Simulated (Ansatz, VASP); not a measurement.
# Cross-check of SiNi between VASP and Ansatz

Aim: how closely do two programs agree when they are given the same cell, functional and k mesh? Valence electrons are named where the data sets of a main pair hold unlike numbers.

Calculated with Ansatz 0.2.0; plane waves, with VASP 6.6.1 beside it; relaxation of cell and atoms at r2SCAN, band structure at r2SCAN and electric field gradients at r2SCAN.

## 1. Set-up

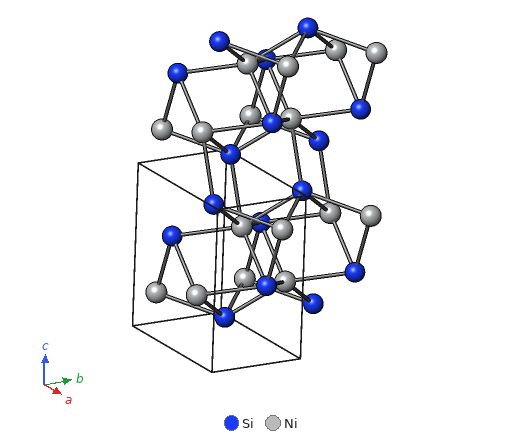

The starting structure, seen slightly off an axis (silicon blue, nickel light grey). 1×2×2 cells are drawn.

Structure file:

```xyz
8
Lattice="5.1752 0.0000 0.0000 0.0000 3.3321 0.0000 0.0000 0.0000 5.6094" Properties=species:S:1:pos:R:3 pbc="T T T"
Si    1.6639    2.4991    0.4581
Si    0.9237    0.8330    3.2628
Si    4.2515    2.4991    2.3466
Si    3.5113    0.8330    5.1513
Ni    0.0406    0.8330    1.0507
Ni    2.5470    2.4991    3.8554
Ni    2.6282    0.8330    1.7540
Ni    5.1346    2.4991    4.5587
```

## 2. VASP: relaxation of cell and atoms, r2SCAN

The relaxed volume is the usual yardstick between codes: in a stiff, nearly cubic crystal its relative difference is about their pressure difference at one cell divided by the bulk modulus.

Lines of VASP's logs that name or quote its potential files are left out, and so is its time.

The input, INCAR:

```
SYSTEM = SiNi
PREC = Accurate
ENCUT = 400
EDIFF = 1E-06
NELM = 100
ISMEAR = 0
SIGMA = 0.05
LREAL = .FALSE.
ALGO = Normal
METAGGA = R2SCAN
LASPH = .TRUE.
NBANDS = 43
ISPIN = 2
MAGMOM = 0 0 0 0 1 1 1 1
LMAXMIX = 4
LORBIT = 11
LWAVE = .FALSE.
LCHARG = .FALSE.
KPAR = 4
IBRION = 2
NSW = 60
ISIF = 3
EDIFFG = -0.01
```

The input, POSCAR:

```
SiNi
1.0
    5.1752000000      0.0000000000      0.0000000000
    0.0000000000      3.3321000000      0.0000000000
    0.0000000000      0.0000000000      5.6094000000
Si Ni
4 4
Direct
    0.3215200000      0.7500000000      0.0816600000
    0.1784800000      0.2500000000      0.5816600000
    0.8215200000      0.7500000000      0.4183400000
    0.6784800000      0.2500000000      0.9183400000
    0.0078500000      0.2500000000      0.1873100000
    0.4921500000      0.7500000000      0.6873100000
    0.5078500000      0.2500000000      0.3126900000
    0.9921500000      0.7500000000      0.8126900000
```

The input, KPOINTS:

```
Automatic mesh
0
Gamma
5 7 4
0 0 0
```

The projector-augmented-wave data sets are Si and Ni (PBE family, release 64).

Launch:

```bash
$ mpirun -np 4 vasp_std
```

Numbers of over 12 decimals in the logs are rounded to 6 here.

What it wrote:

```text
[banner, memory and clock lines left out]
running    4 mpi-ranks, on    1 nodes
 distrk:  each k-point on    1 cores,    4 groups
 distr:  one band on    1 cores,    1 groups

 POSCAR found type information on POSCAR SiNi
 POSCAR found :  2 types and       8 ions
|                                                                             |
|               ----> ADVICE to this user running VASP <----                  |
|                                                                             |
|     You enforced a specific xc type in the INCAR file but a different       |
|     [... a line on the potential file left out ...]
|     I HOPE YOU KNOW WHAT YOU ARE DOING!                                     |
|                                                                             |

 LDA part: xc-table for (None), standard interpolation
 POSCAR, INCAR and KPOINTS ok, starting setup
 FFT: planning ... GRIDC
 FFT: planning ... GRID_SOFT
 FFT: planning ... GRID
 WAVECAR not read
 entering main loop
       N       E                     dE             d eps       ncg     rms          rms(c)
DAV:   1     0.298519681269E+03    0.29852E+03   -0.20668E+04  6192   0.131E+03
DAV:   2    -0.690846194192E+02   -0.36760E+03   -0.34567E+03  6195   0.309E+02
DAV:   3    -0.986450330756E+02   -0.29560E+02   -0.28366E+02  6995   0.104E+02
DAV:   4    -0.994607635586E+02   -0.81573E+00   -0.81070E+00  7403   0.165E+01
DAV:   5    -0.994846737957E+02   -0.23910E-01   -0.23901E-01  7727   0.263E+00    0.290E+01
DAV:   6    -0.101698362095E+03   -0.22137E+01   -0.98986E+01  7058   0.152E+02    0.368E+01
DAV:   7    -0.864972614269E+02    0.15201E+02   -0.31444E+01  7346   0.902E+01    0.721E+00
DAV:   8    -0.867240821620E+02   -0.22682E+00   -0.42585E+00  8823   0.191E+01    0.490E+00
DAV:   9    -0.866768043498E+02    0.47278E-01   -0.46001E-01  8086   0.746E+00    0.144E+00
DAV:  10    -0.866858109035E+02   -0.90066E-02   -0.32900E-02  8583   0.220E+00    0.597E-01
DAV:  11    -0.866871790023E+02   -0.13681E-02   -0.49232E-03  7815   0.493E-01    0.314E-01
DAV:  12    -0.866876333075E+02   -0.45431E-03   -0.14471E-03  7468   0.447E-01    0.167E-01
DAV:  13    -0.866877608011E+02   -0.12749E-03   -0.27817E-04  8025   0.185E-01    0.581E-02
DAV:  14    -0.866877755914E+02   -0.14790E-04   -0.41620E-05  7258   0.469E-02    0.171E-02
DAV:  15    -0.866877775675E+02   -0.19761E-05   -0.42874E-06  6258   0.153E-02    0.427E-03
DAV:  16    -0.866877781056E+02   -0.53810E-06   -0.80952E-07  3593   0.820E-03
   1 F= -.86687778E+02 E0= -.86687753E+02  d E =-.866878E+02  mag=    -0.0001
[... from here on, the cycles between the ionic steps are left out ...]
   2 F= -.86690087E+02 E0= -.86689827E+02  d E =-.230918E-02  mag=     0.0000
   3 F= -.86712757E+02 E0= -.86712682E+02  d E =-.249789E-01  mag=    -0.0000
   4 F= -.86715511E+02 E0= -.86715307E+02  d E =-.275381E-02  mag=    -0.0000
   5 F= -.86716098E+02 E0= -.86715727E+02  d E =-.334136E-02  mag=    -0.0000
   6 F= -.86716438E+02 E0= -.86715964E+02  d E =-.339364E-03  mag=     0.0000
   7 F= -.86716586E+02 E0= -.86715978E+02  d E =-.487334E-03  mag=    -0.0000
   8 F= -.86716703E+02 E0= -.86715985E+02  d E =-.117028E-03  mag=     0.0000
   9 F= -.86716721E+02 E0= -.86715955E+02  d E =-.135570E-03  mag=    -0.0000
  10 F= -.86716752E+02 E0= -.86715868E+02  d E =-.304811E-04  mag=     0.0000
  11 F= -.86716755E+02 E0= -.86715903E+02  d E =-.338178E-04  mag=     0.0000
 curvature:   0.64 expect dE= 0.615E-04 dE for cont linesearch  0.441E-06
 trial: gam= 1.25995 g(F)=  0.227E-04 g(S)=  0.735E-04 ort = 0.101E-04 (trialstep = 0.549E+00)
 search vector abs. value=  0.359E-03
 bond charge predicted
       N       E                     dE             d eps       ncg     rms          rms(c)
DAV:   1    -0.867168921469E+02   -0.13669E-03   -0.30564E-03  6440   0.320E-01    0.739E-02
DAV:   2    -0.867168717713E+02    0.20376E-04   -0.34315E-04  7578   0.273E-01    0.625E-02
DAV:   3    -0.867168241377E+02    0.47634E-04   -0.14395E-04  7132   0.193E-01    0.317E-02
DAV:   4    -0.867168117427E+02    0.12395E-04   -0.25107E-05  9214   0.554E-02    0.647E-03
DAV:   5    -0.867168120731E+02   -0.33035E-06   -0.62777E-06  5993   0.249E-02
  12 F= -.86716812E+02 E0= -.86715881E+02  d E =-.569782E-04  mag=     0.0000
 trial-energy change:   -0.000057  1 .order   -0.000052   -0.000060   -0.000043
 step:   1.9927(harm=  1.9927)  dis= 0.00250  next Energy=   -86.716864 (dE=-0.109E-03)
 reached required accuracy - stopping structural energy minimisation
```

OUTCAR, selected parts (step 2):

```text
ion  position               nearest neighbor table
   1  0.322  0.750  0.082-   8 2.28   7 2.32   7 2.32   6 2.38   5 2.40   5 2.40   4 2.65   4 2.65

  LATTYP: Found a simple orthorhombic cell.
 ALAT       =     3.3321000000
 B/A-ratio  =     1.5531346598
 C/A-ratio  =     1.6834428739

 Subroutine GETGRP returns: Found  8 space group operations
 (whereof  2 operations were pure point group operations)

The static configuration has the point symmetry S_2 .
 The point group associated with its full space group is D_2h.

 Found     36 irreducible k-points:

   k-points           NKPTS =     36   k-points in BZ     NKDIM =     36   number of bands    NBANDS=     43

   dimension x,y,z NGX =    36 NGY =   24 NGZ =   40
   dimension x,y,z NGXF=    72 NGYF=   48 NGZF=   80

   ENCUT  =  400.0 eV  29.40 Ry    5.42 a.u.   8.44  5.43  9.15*2*pi/ulx,y,z

   NELECT =      56.0000    total number of electrons

 k-points in reciprocal lattice and weights: Automatic mesh
   0.00000000  0.00000000  0.00000000       0.007
   0.20000000  0.00000000  0.00000000       0.014
   0.40000000  0.00000000  0.00000000       0.014
   0.00000000  0.14285714  0.00000000       0.014
   0.20000000  0.14285714  0.00000000       0.029
   0.40000000  0.14285714  0.00000000       0.029
   0.00000000  0.28571429  0.00000000       0.014
   0.20000000  0.28571429  0.00000000       0.029
   0.40000000  0.28571429  0.00000000       0.029
[...]
0.20000000  0.42857143  0.50000000       0.029
   0.40000000  0.42857143  0.50000000       0.029

 average (electrostatic) potential at core
       1 -82.1038       2 -82.1038       3 -82.1038       4 -82.1038       5 -86.7038
       6 -86.7038       7 -86.7038       8 -86.7038

 E-fermi :  10.5801

 spin component 1
 k-point     1 :       0.0000    0.0000    0.0000
  band No.  band energies     occupation
    ...
     24       8.5385      1.00000
     25       8.5531      1.00000
     26       9.3712      1.00000
     27       9.3737      1.00000
     28       9.5889      1.00000
     29      11.2991      0.00000
     30      12.0886      0.00000
     31      14.1441      0.00000
     32      14.7396      0.00000
     33      15.0704      0.00000
    ...

 k-point     2 :       0.2000    0.0000    0.0000
  band No.  band energies     occupation
    ...
     24       8.4962      1.00000
     25       8.5427      1.00000
     26       9.0680      1.00000
     27       9.8283      1.00000
     28       9.9460      1.00000
     29      12.4256      0.00000
     30      12.5494      0.00000
     31      13.6789      0.00000
     32      14.9933      0.00000
     33      15.0455      0.00000
    ...

 k-point     3 :       0.4000    0.0000    0.0000
  band No.  band energies     occupation
    ...
     22       8.0692      1.00000
     23       8.4478      1.00000
     24       8.5106      1.00000
     25       8.5285      1.00000
     26       8.7173      1.00000
     27      10.8965      0.00000
     28      11.0864      0.00000
     29      12.4396      0.00000
     30      12.6319      0.00000
     31      14.5695      0.00000
    ...

 k-point     4 :       0.0000    0.1429    0.0000
  band No.  band energies     occupation
    ...
     24       8.5044      1.00000
     25       8.8583      1.00000
     26       9.0596      1.00000
     27       9.4212      1.00000
     28       9.6689      1.00000
     29      11.2699      0.00000
     30      12.2814      0.00000
     31      12.3713      0.00000
     32      13.1941      0.00000
     33      14.7298      0.00000
    ...

 k-point     5 :       0.2000    0.1429    0.0000
  band No.  band energies     occupation
    ...
     24       8.5382      1.00000
     25       8.9740      1.00000
     26       9.0594      1.00000
     27       9.2602      1.00000
     28       9.8921      1.00000
     29      11.7894      0.00000
     30      12.6544      0.00000
     31      12.7843      0.00000
     32      13.4535      0.00000
     33      14.1715      0.00000
    ...

 k-point     6 :       0.4000    0.1429    0.0000
  band No.  band energies     occupation
    ...
     23       8.4345      1.00000
     24       8.5732      1.00000
     25       8.7590      1.00000
     26       8.8307      1.00000
     27      10.0379      1.00000
     28      10.9415      0.00000
     29      11.0815      0.00000
     30      12.8683      0.00000
     31      13.9380      0.00000
     32      14.0634      0.00000
    ...

  Total       -0.0034190      0.0433150     -0.0384308      0.0000000      0.0000000      0.0000000
  in kB       -0.0576195      0.7299857     -0.6476731      0.0000000      0.0000000      0.0000000
  external PRESSURE =       0.0082310 kB  Pullay stress =       0.0000000 kB

  energy-cutoff  :      400.00
  volume of cell :       95.07
      direct lattice vectors                 reciprocal lattice vectors
     5.096621537  0.000000000  0.000000000     0.196208408  0.000000000  0.000000000
    -0.000000000  3.340398819  0.000000000    -0.000000000  0.299365451  0.000000000
     0.000000000  0.000000000  5.584103976     0.000000000  0.000000000  0.179079760

 POSITION                                       TOTAL-FORCE (eV/Angst)
 -----------------------------------------------------------------------------------
      1.63638      2.50530      0.46368         0.006199      0.000000      0.000718
      0.91193      0.83510      3.25573        -0.006199     -0.000000      0.000718
      4.18469      2.50530      2.32837         0.006199      0.000000     -0.000718
      3.46024      0.83510      5.12042        -0.006199     -0.000000     -0.000718
      0.03922      0.83510      1.05687         0.001186      0.000000      0.001327
      2.50909      2.50530      3.84893        -0.001186     -0.000000      0.001327
      2.58753      0.83510      1.73518         0.001186      0.000000     -0.001327
      5.05740      2.50530      4.52723        -0.001186     -0.000000     -0.001327
 -----------------------------------------------------------------------------------
    total drift:                                0.000000     -0.000000     -0.000000

  FREE ENERGIE OF THE ION-ELECTRON SYSTEM (eV)
  ---------------------------------------------------
  free  energy   TOTEN  =       -86.7168120731 eV

  energy  without entropy=      -86.7149498412  energy(sigma->0) =      -86.71588096

 reached required accuracy - stopping structural energy minimisation

 total charge
# of ion       s       p       d       tot
------------------------------------------
    1        0.753   0.879   0.000   1.633
    2        0.753   0.879   0.000   1.633
    3        0.753   0.879   0.000   1.633
    4        0.753   0.879   0.000   1.633
    5        0.524   0.695   8.464   9.683
    6        0.524   0.695   8.464   9.683
    7        0.524   0.695   8.464   9.683
    8        0.524   0.695   8.464   9.683
--------------------------------------------------
tot          5.110   6.296  33.855  45.261

 magnetization (x)
# of ion       s       p       d       tot
------------------------------------------
    1        0.000   0.000   0.000   0.000
    2        0.000   0.000   0.000   0.000
    3        0.000   0.000   0.000   0.000
    4        0.000   0.000   0.000   0.000
    5       -0.000  -0.000   0.000   0.000
    6       -0.000  -0.000   0.000   0.000
    7       -0.000  -0.000   0.000   0.000
    8       -0.000  -0.000   0.000   0.000
--------------------------------------------------
tot         -0.000   0.000   0.000   0.000

[... 1 further part left out ...]
```

CONTCAR:

```
SiNi
   1.00000000000000
     5.0966215372105843    0.0000000000000000    0.0000000000000000
    -0.0000000000000000    3.3403988185700424    0.0000000000000000
     0.0000000000000000    0.0000000000000000    5.5841039755320816
  Si              Ni
     4     4
Direct
     0.3210713734857236    0.7500000000000000    0.0830357569179180
     0.1789286265142762    0.2500000000000000    0.5830357569179180
     0.8210713734857239    0.7500000000000000    0.4169642430820820
     0.6789286265142761    0.2500000000000000    0.9169642430820820
     0.0076960102843651    0.2500000000000000    0.1892647075010014
     0.4923039897156349    0.7500000000000000    0.6892647075010014
     0.5076960102843651    0.2500000000000000    0.3107352924989984
     0.9923039897156349    0.7500000000000000    0.8107352924989986
```

The moments of VASP's start collapse, so its state is non-magnetic. The k-mesh is coarse for a metal. The run keeps the 8 symmetry operations of its start, so it cannot find a distortion of lower symmetry.

(Continued in part 2 of 3.)

[Lines on the potential files, build, host, timing and source positions are cut from VASP's logs without a mark.]

[Logs are printed without paths, hosts, clocks, repeated set-up lines and the standing remarks that a program may print on its own settings, such as how far it seeks lower states.]

[Hosts, paths, dates, database ids (printed as entryN), source tags and the programs' standing remarks are cut or masked in the printed files.]
